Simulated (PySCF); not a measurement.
# Bromine monofluoride (BrF): electronic excitations at several levels of theory, part 2 of 2

PySCF 2.14.0. Atoms count from 0. The steps go on from the part before.

## 11. TDDFT and polarisability: LC-wPBE/def2-SVPD

The job: settings as JSON, then the geometry in Å.

```
{"job": {"kind": "uv", "xc": "LC-wPBE", "basis": "def2-SVPD", "ip": true}, "charge": 0, "multiplicity": 1}
F      0.885855     0.000000     0.000000
Br    -0.885855    -0.000000    -0.000000
```

Level: TDDFT LC-wPBE/def2-SVPD, vertical, gas phase, core orbitals frozen in the response.

The program printed:

```text
coarse grid: 12632 points
cycle   1  E = -2673.1142683322  dE = -1.037e+00  |g| = 3.981e-01  |ddm| = 1.572e+00
cycle   2  E = -2673.1211273533  dE = -6.859e-03  |g| = 3.773e-01  |ddm| = 4.895e-01
cycle   3  E = -2673.1404413496  dE = -1.931e-02  |g| = 7.807e-02  |ddm| = 2.488e-01
cycle   4  E = -2673.1414319414  dE = -9.906e-04  |g| = 1.236e-02  |ddm| = 4.516e-02
cycle   5  E = -2673.1414770025  dE = -4.506e-05  |g| = 5.305e-03  |ddm| = 1.277e-02
cycle   6  E = -2673.1414844082  dE = -7.406e-06  |g| = 9.119e-04  |ddm| = 4.878e-03
final grid: 24680 points
cycle   7  E = -2673.1413408290  dE = -4.975e-07  |g| = 5.063e-04  |ddm| = 1.433e-03
cycle   8  E = -2673.1413408856  dE = -5.662e-08  |g| = 6.100e-04  |ddm| = 8.819e-04
cycle   9  E = -2673.1413409458  dE = -6.015e-08  |g| = 8.599e-05  |ddm| = 3.225e-04
cycle  10  E = -2673.1413409531  dE = -7.358e-09  |g| = 3.776e-05  |ddm| = 2.194e-04
cycle  11  E = -2673.1413409536  dE = -4.579e-10  |g| = 3.383e-06  |ddm| = 5.885e-05
converged SCF energy = -2673.1413409536

Static polarisability (au): isotropic 23.555, principal 21.290 21.290 28.085

Singlet excitations
state   eV       nm        f      main configurations
  1   3.3487    370.2   0.00005   H-1->L 0.96
  2   3.3487    370.2   0.00005   H->L 0.96
  3   7.6259    162.6   0.00293   H-2->L 0.93
  4   7.6259    162.6   0.00293   H-3->L 0.93
  5   8.9436    138.6   0.12731   H->L+1 0.84, H-1->L+1 0.13
  6   8.9436    138.6   0.12731   H-1->L+1 0.84, H->L+1 0.13
  7  10.0683    123.1   0.00000   H->L+4 0.37, H-1->L+3 0.37, H-1->L+4 0.13
  8  10.0684    123.1   0.00000   H->L+3 0.37, H-1->L+4 0.37, H-1->L+3 0.13
  9  10.1580    122.1   0.00000   H-1->L+4 0.37, H->L+3 0.37, H-1->L+3 0.12
 10  10.1911    121.7   0.23084   H-4->L 0.29, H->L+4 0.24, H-1->L+3 0.24

Triplet excitations (Tamm-Dancoff, eV): 2.3213 2.3213 6.6970 6.6970
Vertical ionisation energy (delta-SCF) = 12.1434 eV
Vertical electron affinity (delta-SCF) = 1.2387 eV
```

Wall time 6.4 s (1 thread, shared host).

In short: HOMO -11.85 eV, LUMO -1.26 eV; lowest singlet 3.35 eV.

## 12. TDDFT and polarisability: PBE0/6-31G*

The job: settings as JSON, then the geometry in Å.

```
{"job": {"kind": "uv", "xc": "PBE0", "basis": "6-31G*"}, "charge": 0, "multiplicity": 1}
F      0.885855     0.000000     0.000000
Br    -0.885855    -0.000000    -0.000000
```

Method: TDDFT PBE0/6-31G*, vertical, gas phase, core orbitals frozen in the response.

The program printed:

```text
coarse grid: 12632 points
cycle   1  E = -2673.1816291434  dE = -9.224e-01  |g| = 4.621e-01  |ddm| = 1.704e+00
cycle   2  E = -2673.0860665863  dE =  9.556e-02  |g| = 8.573e-01  |ddm| = 9.183e-01
cycle   3  E = -2673.2195466004  dE = -1.335e-01  |g| = 3.975e-02  |ddm| = 6.278e-01
cycle   4  E = -2673.2198625153  dE = -3.159e-04  |g| = 1.433e-02  |ddm| = 4.442e-02
cycle   5  E = -2673.2199057552  dE = -4.324e-05  |g| = 1.631e-03  |ddm| = 1.201e-02
cycle   6  E = -2673.2199061024  dE = -3.472e-07  |g| = 3.687e-04  |ddm| = 1.569e-03
final grid: 24680 points
cycle   7  E = -2673.2198148118  dE =  6.787e-09  |g| = 3.999e-04  |ddm| = 4.247e-04
cycle   8  E = -2673.2198147650  dE =  4.677e-08  |g| = 6.420e-04  |ddm| = 6.475e-04
cycle   9  E = -2673.2198148364  dE = -7.145e-08  |g| = 7.316e-05  |ddm| = 4.524e-04
cycle  10  E = -2673.2198148372  dE = -7.926e-10  |g| = 2.076e-06  |ddm| = 5.214e-05
converged SCF energy = -2673.2198148372

Static polarisability (au): isotropic 14.874, principal 11.825 11.825 20.971

Singlet excitations
state   eV       nm        f      main configurations
  1   3.4507    359.3   0.00020   H->L 0.99
  2   3.4507    359.3   0.00020   H-1->L 0.99
  3   7.0269    176.4   0.00463   H-2->L 0.99
  4   7.0269    176.4   0.00463   H-3->L 0.99
  5  11.1943    110.8   0.63716   H-4->L 0.95
  6  12.9627     95.6   0.25957   H-1->L+1 0.98
  7  12.9627     95.6   0.25957   H->L+1 0.98
  8  15.0395     82.4   0.00346   H->L+2 0.99
  9  15.0395     82.4   0.00346   H-1->L+2 0.99
 10  15.3539     80.8   0.00000   H->L+4 0.27, H-1->L+3 0.27, H-1->L+4 0.23

Triplet excitations (Tamm-Dancoff, eV): 2.4206 2.4206 6.0512 6.0512
```

It took 1.1 s on 1 thread, shared host.

This run: HOMO -8.66 eV, LUMO -3.20 eV; lowest singlet 3.45 eV.

## 13. TDDFT and polarisability: PBE0/def2-SVP

The job: settings as JSON, then the geometry in Å.

```
{"job": {"kind": "uv", "xc": "PBE0", "basis": "def2-SVP"}, "charge": 0, "multiplicity": 1}
F      0.885855     0.000000     0.000000
Br    -0.885855    -0.000000    -0.000000
```

Level: TDDFT PBE0/def2-SVP, vertical, gas phase, core orbitals frozen in the response.

The program printed:

```text
coarse grid: 12632 points
cycle   1  E = -2673.1012081476  dE = -9.493e-01  |g| = 4.620e-01  |ddm| = 1.643e+00
cycle   2  E = -2673.0053440545  dE =  9.586e-02  |g| = 8.580e-01  |ddm| = 8.821e-01
cycle   3  E = -2673.1392962946  dE = -1.340e-01  |g| = 4.734e-02  |ddm| = 5.949e-01
cycle   4  E = -2673.1397225324  dE = -4.262e-04  |g| = 1.537e-02  |ddm| = 4.887e-02
cycle   5  E = -2673.1397702668  dE = -4.773e-05  |g| = 1.979e-03  |ddm| = 1.287e-02
cycle   6  E = -2673.1397706305  dE = -3.637e-07  |g| = 3.501e-04  |ddm| = 1.363e-03
final grid: 24680 points
cycle   7  E = -2673.1396668916  dE =  1.838e-08  |g| = 4.747e-04  |ddm| = 5.231e-04
cycle   8  E = -2673.1396668072  dE =  8.436e-08  |g| = 8.329e-04  |ddm| = 8.177e-04
cycle   9  E = -2673.1396669304  dE = -1.232e-07  |g| = 4.853e-05  |ddm| = 5.457e-04
cycle  10  E = -2673.1396669309  dE = -4.316e-10  |g| = 2.727e-06  |ddm| = 3.919e-05
converged SCF energy = -2673.1396669309

Static polarisability (au): isotropic 14.728, principal 11.555 11.555 21.076

Singlet excitations
state   eV       nm        f      main configurations
  1   3.4908    355.2   0.00032   H-1->L 0.99
  2   3.4908    355.2   0.00032   H->L 0.99
  3   7.1353    173.8   0.00431   H-2->L 0.95
  4   7.1353    173.8   0.00431   H-3->L 0.95
  5  11.3271    109.5   0.61164   H-4->L 0.95
  6  14.6928     84.4   0.29030   H-1->L+1 1.00
  7  14.6928     84.4   0.29030   H->L+1 1.00
  8  17.4168     71.2   0.00236   H-5->L 0.90
  9  18.8538     65.8   0.11294   H-2->L+1 0.98
 10  18.8538     65.8   0.11294   H-3->L+1 0.98

Triplet excitations (Tamm-Dancoff, eV): 2.4332 2.4332 6.1553 6.1553
```

It took 1.1 s on 1 thread, shared host.

In short: HOMO -8.72 eV, LUMO -3.22 eV; lowest singlet 3.49 eV.

## 14. Ultraviolet spectrum: PBE0/def2-TZVP

The job: settings as JSON, then the geometry in Å.

```
{"job": {"kind": "uv", "xc": "PBE0", "basis": "def2-TZVP"}, "charge": 0, "multiplicity": 1}
F      0.885855     0.000000     0.000000
Br    -0.885855    -0.000000    -0.000000
```

Level: TDDFT PBE0/def2-TZVP, vertical, gas phase, core orbitals frozen in the response.

The program printed:

```text
coarse grid: 12632 points
cycle   1  E = -2673.5443969442  dE = -9.270e-01  |g| = 5.423e-01  |ddm| = 1.455e+00
cycle   2  E = -2673.4392212027  dE =  1.052e-01  |g| = 9.548e-01  |ddm| = 7.321e-01
cycle   3  E = -2673.5818153894  dE = -1.426e-01  |g| = 1.332e-01  |ddm| = 5.073e-01
cycle   4  E = -2673.5844648342  dE = -2.649e-03  |g| = 1.958e-02  |ddm| = 7.139e-02
cycle   5  E = -2673.5845144078  dE = -4.957e-05  |g| = 2.387e-03  |ddm| = 1.139e-02
cycle   6  E = -2673.5845153274  dE = -9.196e-07  |g| = 4.560e-04  |ddm| = 1.912e-03
final grid: 24680 points
cycle   7  E = -2673.5845130761  dE =  7.224e-08  |g| = 8.837e-04  |ddm| = 7.815e-04
cycle   8  E = -2673.5845126714  dE =  4.047e-07  |g| = 1.791e-03  |ddm| = 1.357e-03
cycle   9  E = -2673.5845132241  dE = -5.527e-07  |g| = 7.309e-05  |ddm| = 8.550e-04
cycle  10  E = -2673.5845132254  dE = -1.300e-09  |g| = 4.731e-06  |ddm| = 5.371e-05
cycle  11  E = -2673.5845132254  dE = -2.728e-12  |g| = 1.306e-06  |ddm| = 4.209e-06
converged SCF energy = -2673.5845132254

Static polarisability (au): isotropic 18.667, principal 15.321 15.321 25.358

Singlet excitations
state   eV       nm        f      main configurations
  1   3.4042    364.2   0.00006   H-1->L 0.91, H->L 0.09
  2   3.4042    364.2   0.00006   H->L 0.91, H-1->L 0.09
  3   7.2427    171.2   0.00439   H-3->L 0.94
  4   7.2427    171.2   0.00439   H-2->L 0.94
  5  10.7265    115.6   0.42738   H-4->L 0.89
  6  13.4098     92.5   0.02168   H->L+1 1.00
  7  13.4098     92.5   0.02168   H-1->L+1 1.00
  8  13.5625     91.4   0.00000   H-1->L+2 0.47, H->L+3 0.47
  9  13.5625     91.4   0.00000   H->L+2 0.47, H-1->L+3 0.47
 10  13.6282     91.0   0.00000   H-1->L+3 0.39, H->L+2 0.39, H->L+3 0.11

Triplet excitations (Tamm-Dancoff, eV): 2.3910 2.3910 6.3100 6.3100
```

Wall time 2.2 s (1 thread, shared host).

Key values: HOMO -8.90 eV, LUMO -3.50 eV; lowest singlet 3.40 eV.

## 15. Run by run: electronic excitations

Excitations and ground-state properties, with basis size and wall time:

```csv
run,lowest singlet (eV),brightest (eV),f,gap (eV),α (Å³),μ (D),functions,time
HF/def2-SVPD,3.77,10.53,0.353,12.67,3.39,1.80,64,0.9 s
LDA/def2-SVPD,3.11,7.93,0.106,2.58,3.68,1.33,64,3.5 s
PBE/def2-SVPD,3.18,7.83,0.100,2.71,3.70,1.29,64,4.7 s
B3LYP/def2-SVPD,3.28,8.20,0.111,4.75,3.61,1.45,64,3.7 s
PBE0/def2-SVPD,3.35,8.49,0.119,5.30,3.56,1.43,64,3.5 s
BHandHLYP/def2-SVPD,3.46,10.09,0.230,7.80,3.48,1.61,64,3.8 s
CAM-B3LYP/def2-SVPD,3.29,8.43,0.114,7.89,3.55,1.53,64,4.5 s
wB97X-D/def2-SVPD,3.36,8.64,0.134,9.12,3.57,1.48,64,4.3 s
LC-wPBE/def2-SVPD,3.35,10.19,0.231,10.59,3.49,1.54,64,6.4 s
PBE0/6-31G*,3.45,11.19,0.637,5.46,2.20,1.38,46,1.1 s
PBE0/def2-SVP,3.49,11.33,0.612,5.50,2.18,1.58,46,1.1 s
PBE0/def2-TZVP,3.40,10.73,0.427,5.40,2.77,1.43,79,2.2 s
```

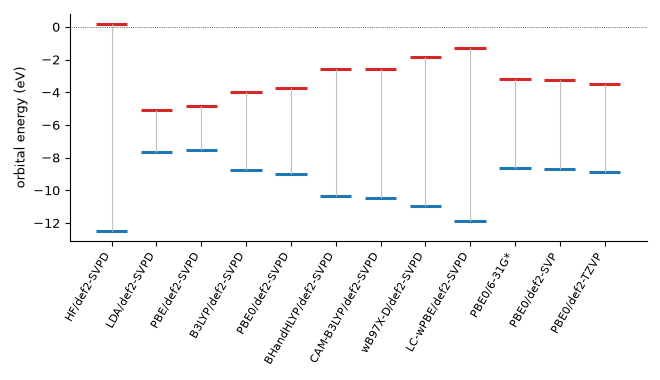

HOMO (blue) and LUMO (red) run by run.

Measured dipole: 1.42 D (gas; NIST CCCBDB Release 22 (SRD 101), experimental dipoles).

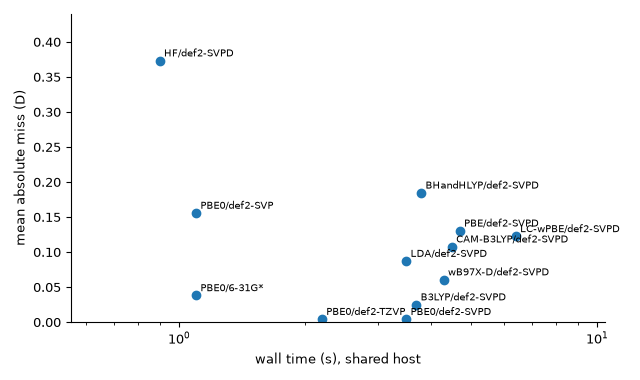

Cost against miss for the measured dipole.

## 16. Summary of results

The summary covers parts 1 to 2.

| quantity | value |
| --- | --- |
| point group | C∞v |
| rotational constants (main isotopes) | 10.51, 10.51 GHz |
| lowest singlet (HF/def2-SVPD) | 3.77 eV (329 nm), f = 0.000 |
| brightest single state of those computed | state 7, 10.53 eV, f = 0.353 |
| lowest triplet | 2.58 eV |
| vertical ionisation energy (ΔSCF) | 11.42 eV |
| range of the lowest singlet | 3.11 to 3.77 eV |

In words: Single values in the summary come from the first run of each kind that ended normally (HF/def2-SVPD), which need not be the best level. Relaxing lowered the energy by 0.003 eV in 2 steps; the close pair that moved most is F0–Br1, from 1.757 to 1.772 Å. The first singlet state (HOMO−1→LUMO 0.87, HOMO−1→LUMO+4 0.10) lies at 3.77 eV and is dark; of the 10 states computed, the strongest absorption comes from state 7 at 10.53 eV. The lowest triplet lies 1.20 eV below the lowest singlet (triplets in Tamm-Dancoff, singlets in full TDDFT). The orbital energy would give 12.48 eV for ionisation, ΔSCF gives 11.42 eV. The dipole moment, 1.80 D, compares with 1.42 D measured. The lowest singlet runs from 3.11 eV (LDA/def2-SVPD) to 3.77 eV (HF/def2-SVPD), while the orbital gap spans 2.58 to 12.67 eV. The lowest state need not be the same one in every run. The runs solved for a few states only, so the brightest column depends on that window. For the measured dipole, PBE0/def2-SVPD misses least (0.00 D, 3.5 s) and HF/def2-SVPD most (0.37 D, 0.9 s). One molecule ranks no method: errors cancel, and vibration and temperature are missing from all runs.
